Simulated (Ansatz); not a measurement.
# Frequency calculation of AlN2H7S

- system: AlN2H7S
- method: RKS PBE-D4/def2-SVP (Ansatz 0.2.0)

It belongs to a series of runs on one base structure; here: vibrations at the highest image of the band.

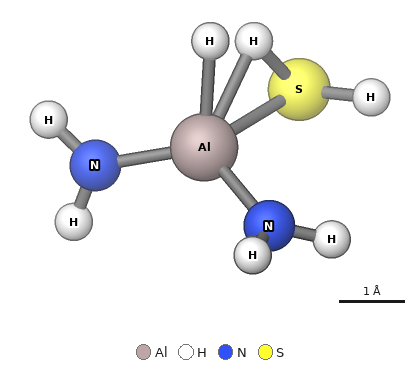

The structure (ball-and-stick view, seen at a tilt). Sticks mark near contacts.

The input
```yaml
crystal:
  periodic: [false, false, false]
  atoms:
    - { symbol: Al, position_ang: [-0.044942, 0.271031, -0.047357] }
    - { symbol: H, position_ang: [-0.259536, -0.286115, 1.552443] }
    - { symbol: "N", position_ang: [1.559197, 0.202398, -0.843946] }
    - { symbol: H, position_ang: [1.911985, -0.615692, -1.344577] }
    - { symbol: H, position_ang: [2.307913, 0.885965, -0.723797] }
    - { symbol: "N", position_ang: [-1.588561, -0.043321, -0.890353] }
    - { symbol: H, position_ang: [-2.426391, -0.438915, -0.46105] }
    - { symbol: H, position_ang: [-1.792654, 0.274173, -1.840083] }
    - { symbol: S, position_ang: [0.022167, 2.403502, 1.258329] }
    - { symbol: H, position_ang: [1.352182, 2.274875, 1.532712] }
    - { symbol: H, position_ang: [-0.213063, 0.943201, 1.75708] }
basis:
  gaussian: { orbitals: def2-SVP }
hamiltonian:
  xc: pbe
  dispersion: d4
phonons: {}
```

Launch command:
```bash
ansatz run input.yaml --threads 2 --pin off --max-ram 3072MiB --backend cpu --events-out ev --progress --plain --runs-dir out
```

What the program printed
```
Engine: ansatz 0.2.0, aarch64-unknown-linux-gnu
Functional definition: PBE
  parameter kappa = 0.804
  parameter beta = 0.06672455060314922
  exchange = pbe_x(kappa = kappa, mu = beta*pi^2/3)
  correlation = pbe_c(beta = beta)
1148 factors; their error is unknown
mean field evaluation 1: about -20490.7955 eV, gradient 9.0e1 eV
mean field evaluation 2: about -20372.6455 eV, gradient 1.9e2 eV
mean field evaluation 4: about -20506.4572 eV, gradient 2.0e1 eV
mean field evaluation 8: about -20507.7245 eV, gradient 2.7e-1 eV
mean field evaluation 16: about -20507.6598 eV, gradient 1.8e-3 eV
mean field -20507.65978018 eV, -753.6425963305 hartree, gradient 5.1e-5 eV, S^2 0.000000; 0 other end points of the search recorded, 0 dependent functions left out
the calculation of the forces begins
reference -20507.65982220 eV, -753.6425978746 hartree; 25, 25 occupied and 74, 74 virtual orbitals, 1148 factors
these checks for a lower state are left out or cut short: stability, starts, cluster_reference, orbital_swaps, neighbouring_geometries, increment
1148 factors; their error is unknown
mean field -20507.65959191 eV, -753.6425894118 hartree, gradient 1.3e-6 eV, S^2 0.000000; 0 other end points of the search recorded, 0 dependent functions left out
[... from here on the field's lines of each further geometry are left out, up to the last ...]
the calculation of the forces begins
reference -20507.65982656 eV, -753.6425980351 hartree; 25, 25 occupied and 74, 74 virtual orbitals, 1148 factors
these checks for a lower state are left out or cut short: stability, starts, cluster_reference, orbital_swaps, neighbouring_geometries, increment
1148 factors; their error is unknown
mean field evaluation 416: about -20507.6597 eV, gradient 2.0e-6 eV
mean field -20507.65973783 eV, -753.6425947742 hartree, gradient 2.0e-6 eV, S^2 0.000000; 0 other end points of the search recorded, 0 dependent functions left out
the calculation of the forces begins
reference -20507.65977985 eV, -753.6425963185 hartree; 25, 25 occupied and 74, 74 virtual orbitals, 1148 factors
WARN: phonons: modes at or below zero, which the zero-point energy, F, S and C_V leave out: 1, the lowest at -596.34 cm⁻¹. A minimum has none, and a first-order saddle one
Total energy: -20507.87989585 eV, -753.6506854322 hartree
Atom 0 at    -0.044942     0.271031    -0.047357 Å, force    -0.025756    -0.011822     0.013406 eV/Å
Atom 1 at    -0.259536    -0.286115     1.552443 Å, force    -0.006539    -0.010230    -0.007334 eV/Å
Atom 2 at     1.559197     0.202398    -0.843946 Å, force     0.013851     0.027379     0.007216 eV/Å
Atom 3 at     1.911985    -0.615692    -1.344577 Å, force    -0.011382    -0.009852    -0.000966 eV/Å
Atom 4 at     2.307913     0.885965    -0.723797 Å, force     0.011351    -0.006043    -0.007557 eV/Å
Atom 5 at    -1.588561    -0.043321    -0.890353 Å, force     0.001036    -0.003517    -0.023251 eV/Å
Atom 6 at    -2.426391    -0.438915    -0.461050 Å, force     0.004375    -0.000726     0.008440 eV/Å
Atom 7 at    -1.792654     0.274173    -1.840083 Å, force    -0.002787    -0.000119     0.001277 eV/Å
Atom 8 at     0.022167     2.403502     1.258329 Å, force    -0.006843     0.000131    -0.008023 eV/Å
Atom 9 at     1.352182     2.274875     1.532712 Å, force    -0.003326    -0.003160     0.010854 eV/Å
Atom 10 at    -0.213063     0.943201     1.757080 Å, force     0.026020     0.017960     0.005937 eV/Å
Dipole moment:     0.179792     0.007406    -0.046664 e Å
Vibrations: -596.34 106.90 145.21 190.78 217.70 244.00 271.67 296.93 351.75 406.96 500.05 606.09 652.14 689.89 736.80 871.36 975.11 1196.67 1319.35 1465.64 1468.96 1646.93 2609.37 3507.62 3509.18 3602.21 3603.13 cm⁻¹, zero-point energy 1.933683 eV
```

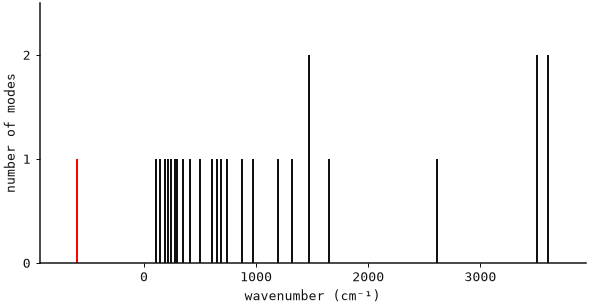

Harmonic vibrational wavenumbers from the force constants; neighbouring modes closer than 19 cm⁻¹ are counted in one stick, and imaginary ones are drawn at negative wavenumbers. 27 modes from 596i to 3603 cm⁻¹, 1 imaginary beyond 8i (596i cm⁻¹): a first-order saddle point, if the geometry is stationary.

Key numbers

```tsv
quantity	value
outcome	converged
total energy	−20507.8799 eV
mean-field energy	−20507.6598 eV
largest force (length of the vector)	0.032 eV/Å
hardware	2 threads of Arm Neoverse V1, 24 GiB of memory available, shared host
wall time	69 s (CPU time 2.2 min)
peak memory	0.13 GiB
```
